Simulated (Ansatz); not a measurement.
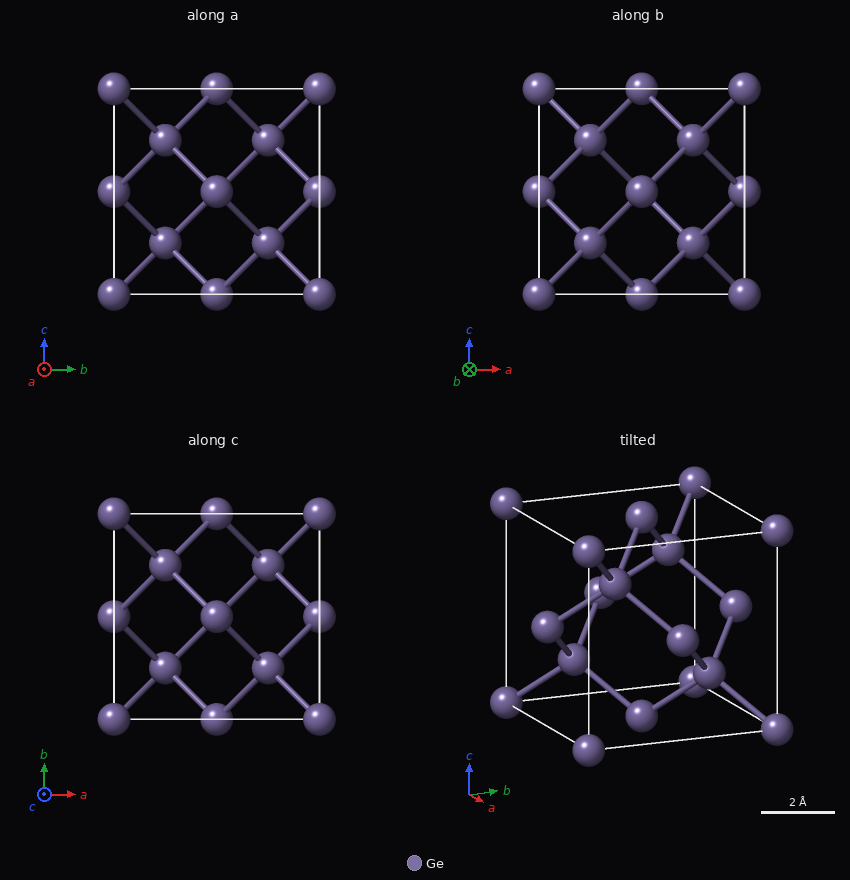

Figure: ball-and-stick view along the a axis, along the b axis, along the c axis and slightly off an axis. Lines trace the edges of the conventional unit cell.

Lattice parameters: a = 5.6600 Å, b = 5.6600 Å, c = 5.6600 Å, α = 90.000°, β = 90.000°, γ = 90.000°.

Convert the drawing into a CIF with its space group and independent sites.

Answer.
```cif
data_structure
_symmetry_space_group_name_H-M 'F d -3 m :1'
_symmetry_Int_Tables_number 227
_cell_length_a 5.6600
_cell_length_b 5.6600
_cell_length_c 5.6600
_cell_angle_alpha 90.000
_cell_angle_beta 90.000
_cell_angle_gamma 90.000
_cell_volume 181.32
loop_
_atom_site_label
_atom_site_type_symbol
_atom_site_symmetry_multiplicity
_atom_site_Wyckoff_symbol
_atom_site_fract_x
_atom_site_fract_y
_atom_site_fract_z
_atom_site_occupancy
Ge1 Ge 8 a 0.0000 0.0000 0.0000 1
```

The model was built from the standard structure of this element. Earlier steps of the study may have refined or changed the cell and positions. Ansatz was used for an electronic-structure calculation on it.
